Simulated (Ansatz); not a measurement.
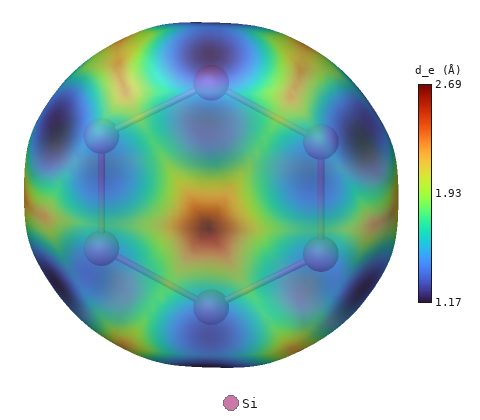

Hirshfeld surface computed for one Si6 unit (covalently bonded non-metal atoms) in CoSi$_{3}$ (P6/mmm, No. 191), coloured by d_e.

The surface is where the fragment's share of the procrystal density (the sum of the densities of spherically averaged neutral Hartree-Fock atoms) equals one half. d_i and d_e are the distances from the surface to the nearest nucleus inside and outside.

Origin of the cell: the geometry relaxed with Ansatz 0.2.0, DFT PBE, scalar-relativistic, plane waves, PAW; the starting structure was generated, so it need not be a known form of this composition.

```
CELL_PARAMETERS angstrom
7.45208 0.00000 0.00000
-3.72604 6.45369 0.00000
0.00000 0.00000 2.60266
ATOMIC_POSITIONS crystal
Co 0.33333 0.66667 0.00000
Co 0.66667 0.33333 0.00000
Si 0.81387 0.18613 0.50000
Si 0.81387 0.62775 0.50000
Si 0.37225 0.18613 0.50000
Si 0.18613 0.81387 0.50000
Si 0.18613 0.37225 0.50000
Si 0.62775 0.81387 0.50000
```

> What is the shortest distance from the fragment to an atom outside it?

Si–Co, 2.30 Å.

> How is the surface shared among contacts (nearest atom inside ··· nearest atom outside)?

Si···Si 53 %, Si···Co 47 %. The surface faces 24 neighbours with more than 2 % of its area each: 12 Si + 12 Co.

> Give the size and shape of the surface.

It encloses about 87 Å³, has an area of about 112 Å² and a globularity of 0.85 (1 for a sphere).
